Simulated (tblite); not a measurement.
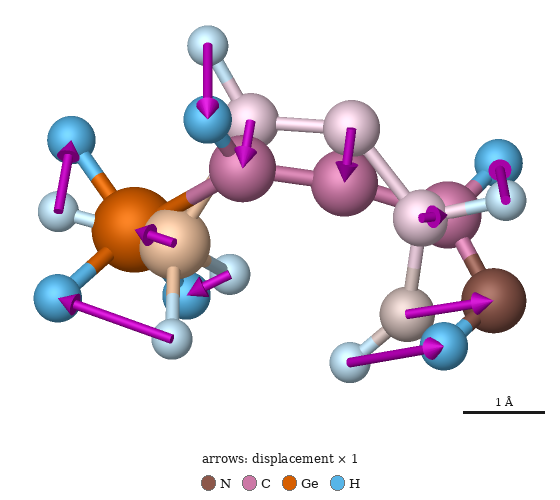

This is a relaxation of C3H6GeN (multiplicity 2). The starting structure is drawn faded, the final one solid; purple arrows show the displacements, at their true length. The two geometries are superimposed by the best rigid fit.

The picture is a ball-and-stick view, seen at a tilt.

Theory: tblite 0.8.0, GFN2-xTB geometry optimisation, gas phase. 

> Describe the change and its energy.

An H atom moves most after the best rigid fit: 1.88 Å. Largest moves by element: H 1.88 Å, N 1.22 Å, C 0.70 Å, Ge 0.63 Å. Some distances before and after: Ge–H 1.579 → 1.492 Å, C–Ge 1.893 → 1.975 Å, C–C 1.415 → 1.364 Å, Ge–H 1.549 → 1.498 Å. Among the angles between lasting bonds that change: C–C–C 129.2° → 170.1°, C–N–H 140.4° → 113.3°, N–C–C 132.9° → 126.6°. Groups turn about C–Ge by about 60°. Over 120 geometry steps the energy falls by 26.2 kcal/mol. Cost: 0.55 s on 1 thread of Arm Neoverse V1 (shared host).
